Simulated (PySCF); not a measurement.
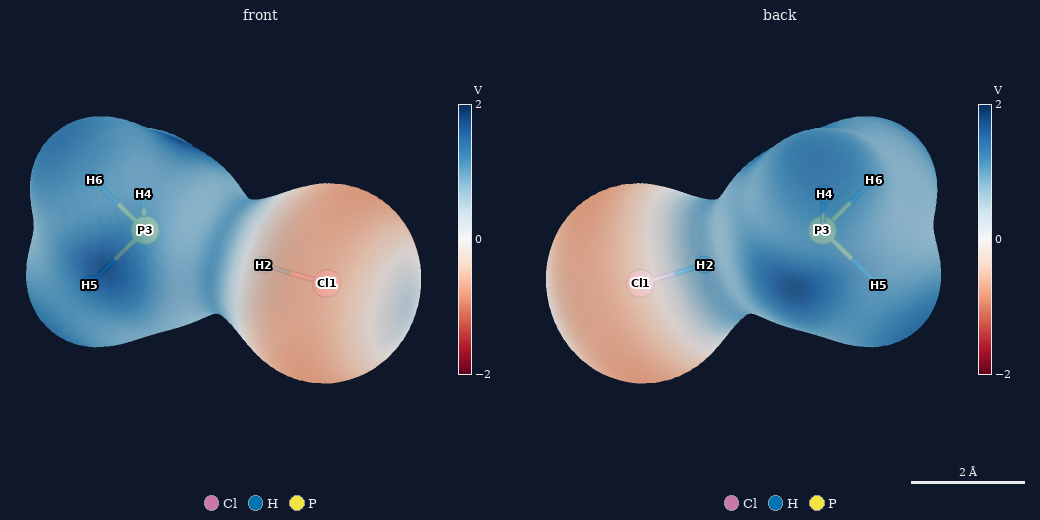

*HCl···PH₃. The electrostatic potential painted on the density surface at 0.004 e/bohr³, seen from the front and from behind; the colour scale runs from red (negative) to blue (positive).*

Geometry: PBE0-D3(BJ)/def2-TZVPD.

The calculation used PySCF, wB97M-D3(BJ)/def2-TZVPD, SCF density, gas phase.

| atom | x (Å) | y (Å) | z (Å) |
| --- | --- | --- | --- |
| Cl | 0.5460 | -0.5787 | 0.4903 |
| H | -0.4296 | -0.0447 | -0.1835 |
| P | -2.2325 | 0.9358 | -1.4256 |
| H | -3.1880 | 0.1234 | -2.0827 |
| H | -3.1901 | 1.7834 | -0.8178 |
| H | -2.0074 | 1.7832 | -2.5374 |

Q: Describe the electrostatic potential map.

A: The most negative region (about −0.8 V, or −18 kcal/mol for a unit charge) lies over Cl1, the most positive (about +1.8 V, or +42 kcal/mol for a unit charge) over P3. Cl1 shows a σ-hole: about +0.5 V, or +12 kcal/mol for a unit charge at the tip opposite its bond, against about −0.7 V, or −16 kcal/mol for a unit charge on its flanks.
